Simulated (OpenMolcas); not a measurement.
## A ladder of methods for Si2H3OF (SMILES F[Si]O[SiH3])

Si2H3OF: 7 atoms, total charge 0, spin state singlet. SMILES: `F[Si]O[SiH3]`. Geometry: relaxed at PBE0-D4/def2-TZVP. This is one conformer, not always the lowest.

Each level gives the vertical energy of the triplet above the singlet (eV). The values are calculated.

```csv
level,kind,program,value (eV),CPU time (all runs)
SVWN5/def2-SVPD,LDA,OpenMolcas,3.31,75 s
BLYP/def2-SVPD,GGA,OpenMolcas,3.30,2.1 min
revPBE/def2-SVPD,GGA,OpenMolcas,3.04,2 min
r2SCAN/def2-SVPD,meta-GGA,OpenMolcas,2.82,2.6 min
B3LYP/def2-SVPD,global hybrid,OpenMolcas,3.24,1.7 min
BHLYP/def2-SVPD,global hybrid,OpenMolcas,3.15,1.7 min
M06-2X/def2-SVPD,hybrid meta-GGA,OpenMolcas,3.14,2.4 min
PBE0/def2-SVPD,global hybrid,OpenMolcas,3.01,1.8 min
```

The values span 2.82 to 3.31 eV. CPU times are rough (shared hosts, several kinds of processor and program).

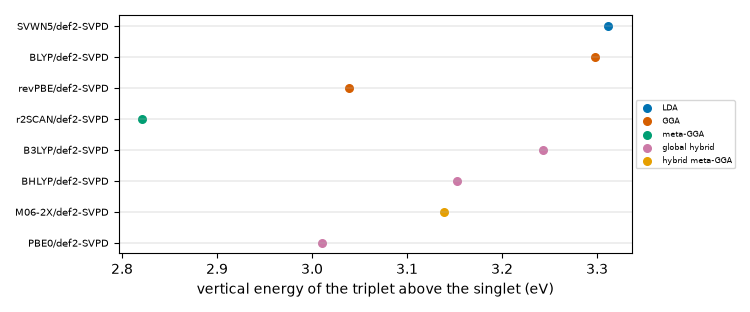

The values of the table, level by level.
